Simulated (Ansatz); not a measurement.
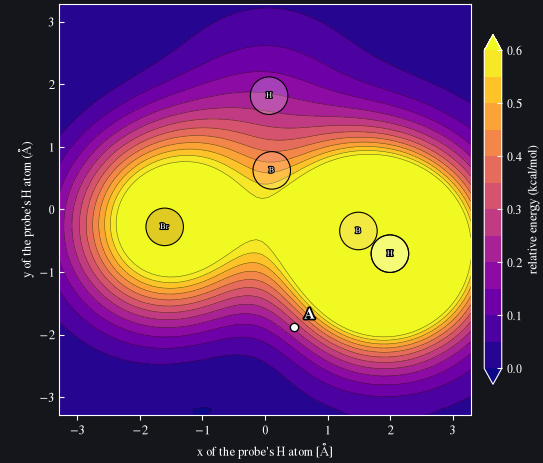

B₂BrH₃ (SMILES BBBr) with the probe H. The probe is moved over a plane parallel to the molecule's main plane, 3.13 Å above it. The first coordinate is: x of the probe's H atom; the second: y of the probe's H atom. Nothing is relaxed (molecule and probe rigid). The scan uses a 15 × 15 grid. Points are written as (first, second). Energies are in kcal/mol, from the lowest grid point. Method: UHF/def2-SVP (Ansatz 0.2.0).

The picture shows filled contours, labelled circles for the molecule's atoms, projected on the plane, one colour for all values above the top of the scale, the point A. Between grid points the surface is interpolated.

> Is A at rest? If not, where is it pushed?

A, at (0.47 Å, −1.88 Å), is not a stationary point. The computed force is 0.022 eV/Å in the plane, pointing down and left in the picture (components −0.015 and −0.017 eV/Å).
